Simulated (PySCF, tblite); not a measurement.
# C₅H₈OSSi: geometry, infrared bands and NMR shifts

What infrared bands and NMR shifts should C₅H₈OSSi (`CC#C[C@@H]1CO[SiH2]S1`) show?

The runs use tblite 0.8.0 and PySCF 2.14.0, with density-fitted response routines of our own; the level of theory stands in each step. All values are computed, except where a source is named. Atoms are numbered from 0 throughout.

## (1) Starting geometry

16 atoms, charge 0, multiplicity 1; geometry from: force field or distance geometry start.

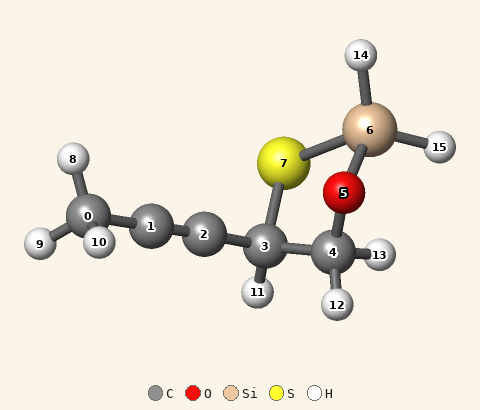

As it starts; carbon grey, oxygen red, silicon light orange, sulfur yellow, hydrogen white, atoms numbered; sticks join atoms by distance.

## (2) Optimising the geometry with GFN2-xTB

Job settings and geometry (Å):

```
{"job": {"kind": "relax", "xc": "GFN2-xTB", "basis": "xTB"}, "charge": 0, "multiplicity": 1}
C     -3.312900    -0.295700    -0.246300
C     -1.928300     0.168000    -0.403900
C     -0.767200     0.544200    -0.527800
C      0.590200     1.032900    -0.720900
C      1.534700    -0.132000    -0.667500
O      1.422000    -0.825200     0.501900
Si     2.183000     0.298000     1.603600
S      1.125100     1.995800     0.744800
H     -3.667800    -0.200300     0.790600
H     -3.979200     0.381900    -0.861900
H     -3.394900    -1.328700    -0.634600
H      0.703200     1.621300    -1.637000
H      1.489500    -0.765300    -1.578100
H      2.579000     0.308200    -0.702000
H      1.815600     0.063100     2.985100
H      3.600300     0.410200     1.342500
```

Launch:

```bash
$ OMP_NUM_THREADS=1 python probes_run.py task.json out
```

The driver reads the jobs from task.json and runs them one after another.

What it wrote:

```text
step      E/eV     max force
  0    -647.99454    2.659
  1    -648.14209    6.072
  2    -648.30203    1.735
  3    -648.39050    0.702
  4    -648.44129    0.626
  5    -648.51816    1.006
  6    -648.56948    0.856
  7    -648.60897    0.515
  8    -648.63802    0.484
  9    -648.66667    0.505
 10    -648.69529    0.478
 11    -648.72238    0.433
 12    -648.74723    0.406
 13    -648.77050    0.450
 14    -648.79149    0.491
 15    -648.81254    0.336
 16    -648.83204    0.313
 17    -648.84627    0.295
 18    -648.85571    0.248
 19    -648.86170    0.181
 20    -648.86567    0.142
 21    -648.86856    0.132
 22    -648.87102    0.159
 23    -648.87365    0.133
 24    -648.87634    0.143
 25    -648.87862    0.130
 26    -648.87997    0.084
 27    -648.88075    0.069
 28    -648.88133    0.058
 29    -648.88200    0.071
 30    -648.88243    0.069
 31    -648.88276    0.049
 32    -648.88312    0.050
 33    -648.88359    0.066
 34    -648.88411    0.088
 35    -648.88458    0.075
 36    -648.88495    0.047
 37    -648.88531    0.045
 38    -648.88578    0.076
 39    -648.88641    0.111
 40    -648.88721    0.114
 41    -648.88809    0.078
 42    -648.88900    0.076
 43    -648.88991    0.086
 44    -648.89072    0.065
 45    -648.89132    0.056
 46    -648.89177    0.050
 47    -648.89226    0.073
 48    -648.89287    0.082
 49    -648.89353    0.069
 50    -648.89415    0.066
 51    -648.89475    0.075
 52    -648.89548    0.086
 53    -648.89639    0.088
 54    -648.89727    0.066
 55    -648.89795    0.076
 56    -648.89849    0.073
 57    -648.89910    0.090
 58    -648.89976    0.078
 59    -648.90047    0.050
 60    -648.90082    0.045
 61    -648.90134    0.063
 62    -648.90193    0.069
 63    -648.90259    0.060
 64    -648.90320    0.065
 65    -648.90390    0.076
 66    -648.90482    0.082
 67    -648.90594    0.089
 68    -648.90690    0.077
 69    -648.90752    0.075
 70    -648.90803    0.066
 71    -648.90859    0.058
 72    -648.90900    0.041
 73    -648.90920    0.035
 74    -648.90930    0.022
 75    -648.90938    0.022
 76    -648.90945    0.017
 77    -648.90951    0.019
 78    -648.90956    0.020
 79    -648.90962    0.028
 80    -648.90971    0.035
 81    -648.90983    0.038
 82    -648.90996    0.033
 83    -648.91007    0.021
 84    -648.91014    0.020
 85    -648.91021    0.020
 86    -648.91031    0.028
 87    -648.91047    0.036
 88    -648.91067    0.036
 89    -648.91085    0.025
 90    -648.91095    0.020
 91    -648.91100    0.017
 92    -648.91103    0.016
 93    -648.91107    0.013
 94    -648.91111    0.014
 95    -648.91114    0.018
 96    -648.91117    0.019
 97    -648.91121    0.017
 98    -648.91125    0.016
 99    -648.91128    0.010
100    -648.91128    0.004
```

Wall time 0.77 s (1 thread of Arm Neoverse V1, shared host).

Relaxation path: (not every step is listed)

| step | energy from step 0 (eV) | largest force (eV/Å) |
| --- | --- | --- |
| 0 | 0.0000 | 2.6587 |
| 1 | -0.1476 | 6.0718 |
| 2 | -0.3075 | 1.7352 |
| 3 | -0.3960 | 0.7019 |
| 4 | -0.4467 | 0.6257 |
| 5 | -0.5236 | 1.0056 |
| 6 | -0.5749 | 0.8564 |
| 7 | -0.6144 | 0.5147 |
| 8 | -0.6435 | 0.4843 |
| 16 | -0.8375 | 0.3133 |
| 24 | -0.8818 | 0.1433 |
| 32 | -0.8886 | 0.0503 |
| 40 | -0.8927 | 0.1139 |
| 48 | -0.8983 | 0.0819 |
| 56 | -0.9040 | 0.0727 |
| 64 | -0.9087 | 0.0650 |
| 72 | -0.9145 | 0.0412 |
| 80 | -0.9152 | 0.0348 |
| 88 | -0.9161 | 0.0359 |
| 95 | -0.9166 | 0.0177 |
| 96 | -0.9166 | 0.0188 |
| 97 | -0.9167 | 0.0166 |
| 98 | -0.9167 | 0.0163 |
| 99 | -0.9167 | 0.0103 |
| 100 | -0.9167 | 0.0042 |

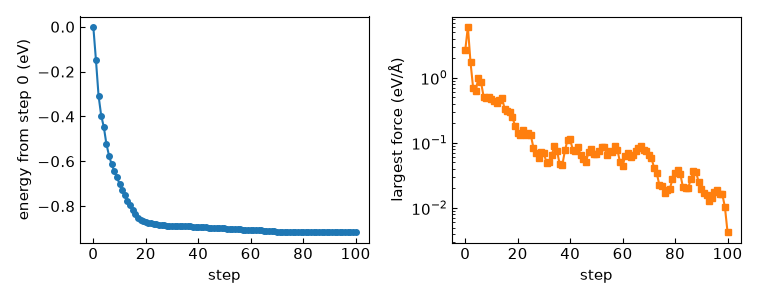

Energy and force, step by step.

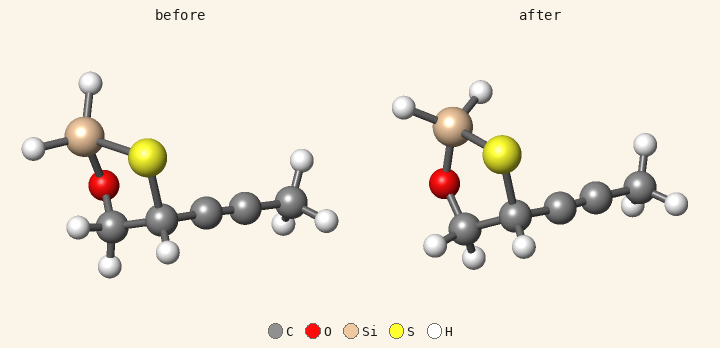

Before and after, at one scale.

Close pairs (by a distance rule), those that changed most:

| bond | before (Å) | after (Å) | change (Å) |
| --- | --- | --- | --- |
| O5–Si6 | 1.748 | 1.626 | -0.122 |
| C0–H9 | 1.132 | 1.090 | -0.043 |
| C4–H13 | 1.134 | 1.096 | -0.037 |
| C4–O5 | 1.364 | 1.399 | +0.035 |
| Si6–S7 | 2.177 | 2.145 | -0.032 |
| C3–C4 | 1.501 | 1.531 | +0.031 |
| C1–C2 | 1.227 | 1.200 | -0.027 |
| C0–C1 | 1.469 | 1.445 | -0.024 |

The final coordinates are the input of the step that follows.

## (3) Harmonic vibrations with GFN2-xTB

Job settings and geometry (Å):

```
{"job": {"kind": "ir", "xc": "GFN2-xTB", "basis": "xTB"}, "charge": 0, "multiplicity": 1}
C     -3.120517    -0.262736    -0.062623
C     -1.778206     0.197768    -0.334463
C     -0.676152     0.585145    -0.607431
C      0.676309     1.038300    -0.819922
C      1.655326    -0.135124    -0.918292
O      1.903398    -0.681524     0.345060
Si     1.867008     0.303838     1.637977
S      1.215768     2.072095     0.613849
H     -3.333178    -0.172918     1.002300
H     -3.840374     0.337033    -0.618734
H     -3.224210    -1.306558    -0.358209
H      0.738401     1.675465    -1.704517
H      1.234339    -0.924577    -1.549147
H      2.600728     0.208693    -1.354467
H      0.873742    -0.210286     2.562166
H      3.200019     0.551815     2.155043
```

What it wrote:

```text
mode    cm-1     km/mol
  1     -18.3      0.01
  2      50.8      1.60
  3      87.3      0.35
  4     127.0     11.01
  5     192.2      3.00
  6     258.0      3.33
  7     269.6      0.66
  8     323.9      4.34
  9     408.7      3.14
 10     421.9      2.26
 11     484.7     21.22
 12     515.7     40.18
 13     572.5     93.30
 14     586.5      1.89
 15     673.5    204.08
 16     737.2     70.22
 17     761.4     21.69
 18     775.8    143.50
 19     806.6    196.62
 20     967.6     13.02
 21    1008.1      3.37
 22    1023.2      9.36
 23    1029.2      6.65
 24    1095.7     78.68
 25    1131.2     47.00
 26    1185.3     25.00
 27    1208.0      1.83
 28    1273.6      6.29
 29    1316.2      7.89
 30    1388.7      3.43
 31    1452.0      5.40
 32    1453.2      6.06
 33    1470.1      1.11
 34    2352.7    334.58
 35    2373.5    120.15
 36    2401.8     26.53
 37    2914.8     42.90
 38    2948.4     28.15
 39    2956.9     14.91
 40    3004.0     20.02
 41    3005.7     17.84
 42    3012.4     24.17
```

Wall time 0.61 s (1 thread of Arm Neoverse V1, shared host).

The strongest bands and the atoms that carry them (share of the mass-weighted mode):

| cm⁻¹ | km/mol | atoms |
| --- | --- | --- |
| 572 | 93.3 | H15 46 %, H14 37 %, Si6 12 % |
| 674 | 204.1 | H15 41 %, H14 38 % |
| 737 | 70.2 | C3 56 % |
| 776 | 143.5 | H14 34 %, H15 33 %, O5 11 % |
| 807 | 196.6 | O5 33 %, Si6 33 %, H14 12 % |
| 1096 | 78.7 | C4 28 %, H11 25 %, O5 21 %, C3 20 % |
| 2353 | 334.6 | H15 53 %, H14 42 % |
| 2374 | 120.2 | H14 55 %, H15 44 % |

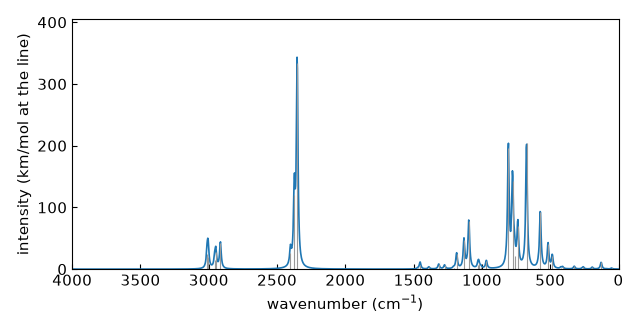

The infrared spectrum from these modes, unscaled. Lines are broadened to a width of 14 cm⁻¹ (Lorentzian).

## (4) NMR shieldings: PBE0/pcSseg-1

Same as in step 3 but for these lines:

```diff
@@ -1,2 +1,2 @@
-{"job": {"kind": "ir", "xc": "GFN2-xTB", "basis": "xTB"}, "charge": 0, "multiplicity": 1}
+{"job": {"kind": "nmr", "xc": "PBE0", "basis": "pcSseg-1"}, "charge": 0, "multiplicity": 1}
 C     -3.120517    -0.262736    -0.062623
```

With the program's defaults for keys left out, this is: GIAO PBE0/pcSseg-1 NMR shielding, non-relativistic, gas phase.

What it wrote:

```text
coarse grid: 14728 points
cycle   1  E = -957.4412214686  dE =  1.249e+00  |g| = 7.122e-01  |ddm| = 4.201e+00
cycle   2  E = -957.3343661066  dE =  1.069e-01  |g| = 1.053e+00  |ddm| = 1.836e+00
cycle   3  E = -957.5383146998  dE = -2.039e-01  |g| = 1.243e-01  |ddm| = 1.118e+00
cycle   4  E = -957.5412333021  dE = -2.919e-03  |g| = 5.131e-02  |ddm| = 1.965e-01
cycle   5  E = -957.5416843719  dE = -4.511e-04  |g| = 2.932e-02  |ddm| = 7.070e-02
cycle   6  E = -957.5418850544  dE = -2.007e-04  |g| = 5.929e-03  |ddm| = 2.692e-02
cycle   7  E = -957.5418930270  dE = -7.973e-06  |g| = 1.311e-03  |ddm| = 7.226e-03
final grid: 133896 points
cycle   8  E = -957.6029925780  dE = -2.645e-05  |g| = 9.606e-03  |ddm| = 4.439e-02
cycle   9  E = -957.6029764893  dE =  1.609e-05  |g| = 1.341e-02  |ddm| = 1.960e-02
cycle  10  E = -957.6030104939  dE = -3.400e-05  |g| = 1.249e-03  |ddm| = 1.165e-02
cycle  11  E = -957.6030108121  dE = -3.182e-07  |g| = 2.663e-04  |ddm| = 1.427e-03
cycle  12  E = -957.6030108237  dE = -1.159e-08  |g| = 1.733e-04  |ddm| = 3.925e-04
cycle  13  E = -957.6030108304  dE = -6.725e-09  |g| = 4.362e-05  |ddm| = 1.569e-04
cycle  14  E = -957.6030108308  dE = -4.634e-10  |g| = 1.301e-05  |ddm| = 7.390e-05
converged SCF energy = -957.6030108308

GIAO shielding tensors (ppm)
atom      isotropic    diamagn.    paramagn.     s11        s22        s33       span
  0 C      181.935     253.608     -71.674    174.429    174.892    196.484     22.056
  1 C       95.922     268.439    -172.517     14.138     33.089    240.539    226.400
  2 C      100.945     265.409    -164.465     -2.155     22.988    282.002    284.157
  3 C      144.401     252.865    -108.464    120.507    155.248    157.447     36.940
  4 C      109.797     242.498    -132.701     79.742    113.845    135.803     56.061
  5 O      301.930     397.332     -95.402    250.812    269.096    385.880    135.068
  6 Si     346.355     879.599    -533.245    301.499    335.153    402.411    100.912
  7 S      571.583    1058.323    -486.741    371.681    478.492    864.575    492.894
  8 H       29.656      30.089      -0.433     24.306     28.468     36.194     11.888
  9 H       29.670      26.972       2.698     24.304     27.768     36.939     12.635
 10 H       29.709      30.037      -0.328     24.351     28.006     36.770     12.418
 11 H       27.895      30.809      -2.915     22.704     25.986     34.994     12.289
 12 H       27.227      29.580      -2.353     22.994     26.152     32.534      9.540
 13 H       27.859      29.413      -1.555     22.507     26.246     34.823     12.316
 14 H       26.147      29.954      -3.807     22.844     23.288     32.308      9.465
 15 H       26.157      28.032      -1.875     22.589     23.014     32.868     10.279
```

Run time: 43 s. Hardware: 1 thread of Arm Neoverse V1, shared host; peak memory 0.84 GiB.

The references, computed at this level on geometries of the same kind, shield at (ppm): 1H TMS 31.72, 13C TMS 186.9, 29Si TMS 349.2, 17O H2O 336.1, 33S CS2 504. Their shielding less the atom's gives the shift. The references are single molecules in the gas phase, so shifts against H2O, NH3, PH3, H3PO4 or CFCl3 are not on the usual liquid scales and can be off by tens of ppm. Atoms listed in one row are averaged.

| atoms | environment | σ (ppm) | δ (ppm) | δ scaled to CDCl3 |
| --- | --- | --- | --- | --- |
| C1 | alkyne carbon | 95.9 | 91.0 | 86.9 |
| C2 | alkyne carbon | 100.9 | 86.0 | 82.0 |
| C4 | sp3 CH2 bonded to O | 109.8 | 77.1 | 73.4 |
| C3 | propargylic sp3 CH bonded to S | 144.4 | 42.5 | 35.2 |
| C0 | propargylic methyl carbon | 181.9 | 5.0 | 3.0 |
| H14 | hydrogen on a silicon bonded to O, S, in a 5-membered ring | 26.15 | 5.57 | – |
| H15 | hydrogen on a silicon bonded to O, S, in a 5-membered ring | 26.16 | 5.56 | – |
| H12 | hydrogen on an sp3 CH2 bonded to O | 27.23 | 4.49 | 4.34 |
| H13 | hydrogen on an sp3 CH2 bonded to O | 27.86 | 3.86 | 3.74 |
| H11 | hydrogen on a propargylic sp3 CH bonded to S | 27.89 | 3.82 | 3.71 |
| H8, H9, H10 | hydrogen on a propargylic methyl carbon | 29.68 | 2.04 | 2.03 |
| O5 | oxygen bonded to C, Si, in a 5-membered ring | 301.9 | 34.1 | – |
| Si6 | silicon bonded to O, S, 2 H, in a 5-membered ring | 346.4 | 2.8 | – |
| S7 | sulfur bonded to C, Si, in a 5-membered ring | 572 | -68 | – |

The scaled column applies a straight-line fit of computed shieldings to shifts measured in CDCl3, with any fitted terms for Cl, Br or S neighbours (root-mean-square error 0.16 ppm for H, 1.9 ppm for C).

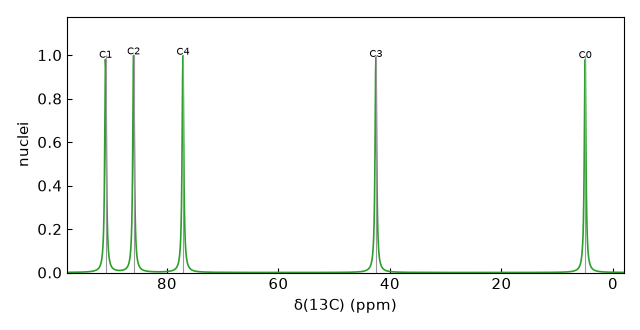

13C lines at the computed shifts, without couplings. Lines are broadened to a width of 0.34 ppm (Lorentzian).

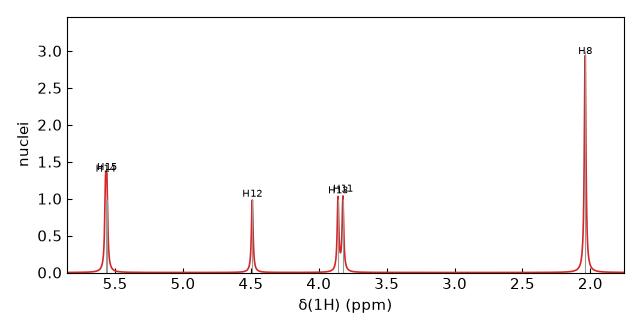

1H lines at the computed shifts, without couplings. Lines are broadened to a width of 0.01 ppm (Lorentzian).

The run also stored atomic charges by several schemes (e):

| atoms | Mulliken | IAO | Hirshfeld | ESP fit |
| --- | --- | --- | --- | --- |
| C0 | -0.19 | -0.44 | -0.10 | -0.56 |
| C1 | -0.32 | -0.03 | -0.04 | 0.16 |
| C2 | 0.14 | -0.09 | -0.08 | -0.22 |
| C3 | -0.47 | -0.20 | -0.02 | -0.14 |
| C4 | 0.18 | -0.04 | 0.01 | -0.19 |
| O5 | -0.61 | -0.64 | -0.23 | -0.37 |
| Si6 | 0.81 | 0.94 | 0.38 | 0.74 |
| S7 | -0.23 | -0.21 | -0.11 | -0.29 |

IAO charges:

C0 -0.44; C1 -0.03; C2 -0.09; C3 -0.20; C4 -0.04; O5 -0.64; Si6 0.94; S7 -0.21; H8 0.17; H9 0.17; H10 0.17; H11 0.18; H12 0.16; H13 0.14; H14 -0.14; H15 -0.14

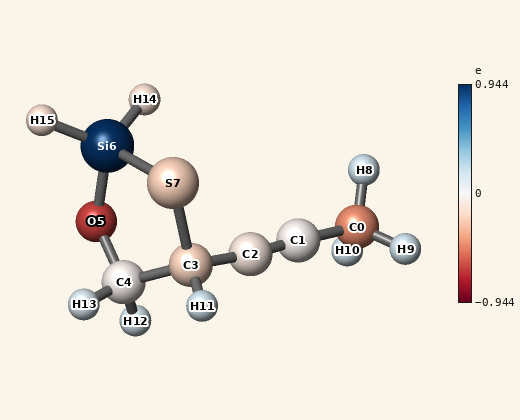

IAO charges, as colours on the atoms.

Mayer bond orders: C0–C1 1.23, C1–C2 2.62, C2–C3 0.95, C3–C4 0.98, C4–O5 0.90, O5–Si6 0.98, Si6–S7 0.94, S7–C3 1.01.

Ring of atoms C3, C4, O5, Si6, S7: NICS(0) -8.8, NICS(1) -3.9, NICS(1)zz -6.5 ppm (means of both faces).

The fields below are evaluated on a grid from the run's orbitals.

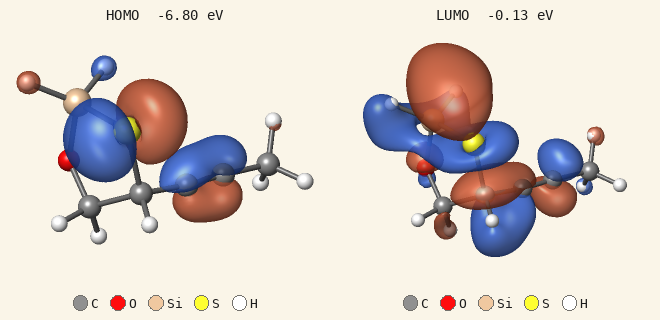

Frontier orbitals at PBE0/pcSseg-1; each surface holds 70 % of the orbital's density, blue and red mark the sign.

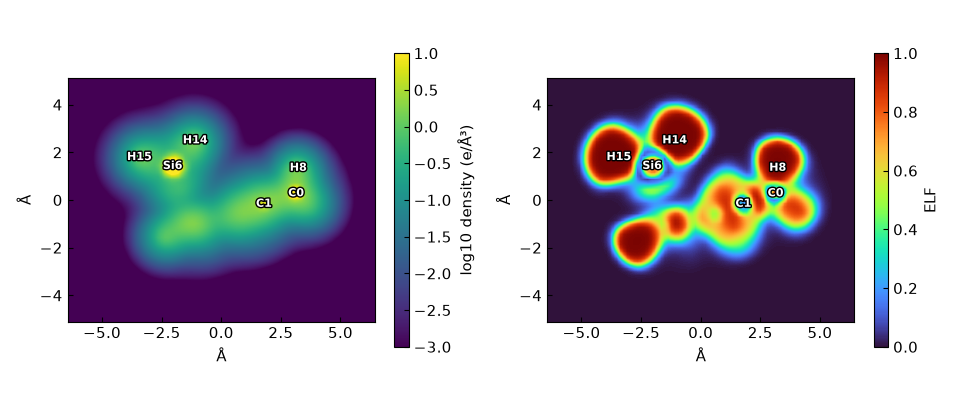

Density (left) and ELF (right) in a plane through or near 6 of the atoms.

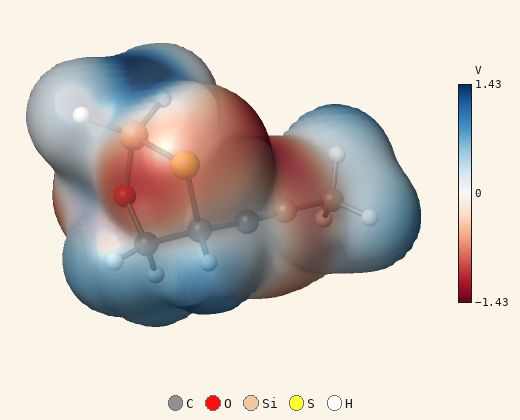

Electrostatic potential on the surface of density 0.002 e/bohr³; red is low, blue high. It runs from -1.17 V near O5 to 1.43 V near Si6.

## (5) Results

| quantity | value |
| --- | --- |
| strongest single infrared mode (GFN2-xTB) | 2353 cm⁻¹, 335 km/mol |
| zero-point energy (GFN2-xTB) | 71.5 kcal/mol |
| 13C shifts against TMS (PBE0/pcSseg-1) | 91.0, 86.0, 77.1, 42.5, 5.0 ppm |
| 1H shifts against TMS (PBE0/pcSseg-1, means over atoms taken as alike) | 5.57, 5.56, 4.49, 3.86, 3.82, 2.04 ppm |
| 17O shifts against H2O (PBE0/pcSseg-1) | 34.1 ppm |
| 29Si shifts against TMS (PBE0/pcSseg-1) | 2.8 ppm |
| 33S shifts against CS2 (PBE0/pcSseg-1) | -68 ppm |
| surface potential, least and greatest | -1.17 V and 1.43 V |

In words: Over 100 steps the energy fell by 0.917 eV; of the close pairs, O5–Si6 changed most, 1.748 to 1.626 Å. The lowest mode is slightly imaginary (18i cm⁻¹), a soft motion within the noise of the Hessian, so the minimum is not strictly shown. The strongest single mode, at 2353 cm⁻¹, moves mainly H15 and H14. GFN2-xTB is a fitted tight-binding method: band positions and strengths are rough. Its intensities can rank the bands wrongly. At PBE0/pcSseg-1: Shielding is most anisotropic at S7 (span 493 ppm, paramagnetic term -487 ppm).
